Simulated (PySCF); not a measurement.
**C4H10Cl2Si (SMILES CC[Si](Cl)(Cl)CC): density, localisation and related maps**

```
atom    x (Å)    y (Å)    z (Å)
  Si  -0.2745   0.0170  -0.2443
   C  -0.5892   0.0109   1.5942
   C  -2.0617   0.0098   1.9919
   H  -0.0704   0.8952   2.0058
   H  -0.0667  -0.8709   2.0060
   H  -2.1836   0.0163   3.0855
   H  -2.5805   0.8935   1.5901
   H  -2.5771  -0.8802   1.6001
   C   1.5234  -0.0317  -0.7381
   C   1.7685  -0.0152  -2.2435
   H   1.9534  -0.9388  -0.2770
   H   2.0154   0.8263  -0.2463
   H   2.8431  -0.0549  -2.4770
   H   1.2856  -0.8752  -2.7317
   H   1.3569   0.8973  -2.7007
  Cl  -1.1418   1.7190  -1.0604
  Cl  -1.2291  -1.6190  -1.0944
```

Geometry: PBE0-D3(BJ)/def2-SVP.

Level of theory: PBE0/pcSseg-1, SCF density, gas phase, non-relativistic (PySCF 2.14.0).

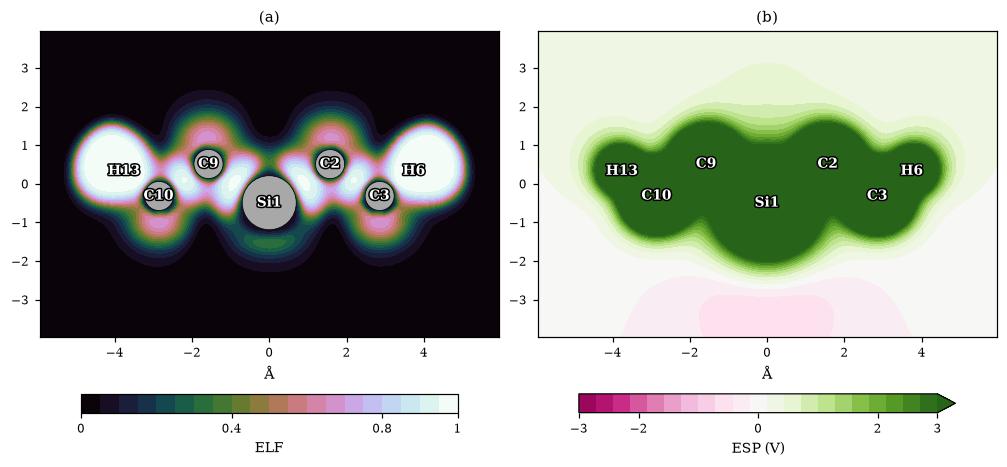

Figure 1. (a) ELF; (b) molecular electrostatic potential on the plane of atoms Si1, C2 and C3. Grey discs cover the atomic cores in the ELF map.

Read the bonding off the picture.

- The section cuts through Si, C and H sites.
- C–C (1.53 Å): the ELF peaks at about 0.95 between the atoms; a covalent bond.
- C–Si (1.87 Å): the ELF peaks at about 0.95 between the atoms; localised, covalent bonding.
- C–H (1.10 Å): the ELF climbs to about 1 towards the hydrogen, as it does in any bond to H; an ordinary covalent bond to hydrogen.
- Outside the dense part of the molecule the potential is most negative (−0.7 V) near Cl17, which lies off the plane.

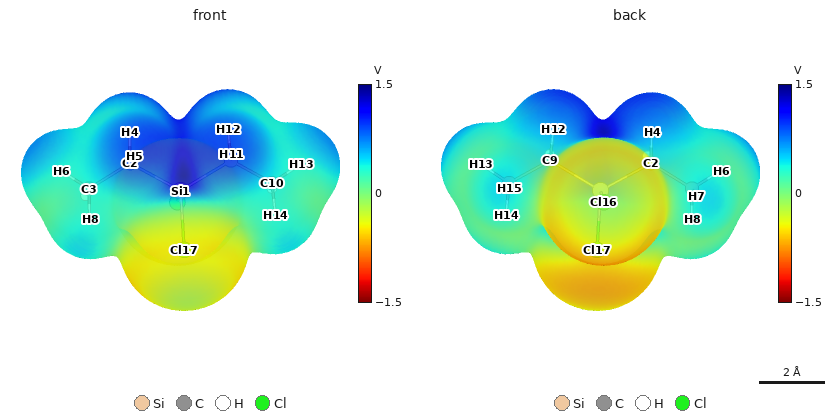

Figure 2. The electrostatic potential painted on the density surface at 0.002 e/bohr³, seen from the front and from behind; the colour scale runs from red (negative) to blue (positive).

Which sites attract a positive test charge, and which a negative one?

A positive charge is drawn to the negative regions and a negative charge to the positive ones. The most negative region (about −0.7 V) lies over Cl16 and Cl17, the most positive (about +1.3 V) over Si1.

How polar is the molecule by this calculation?

Its dipole moment is 2.74 D.
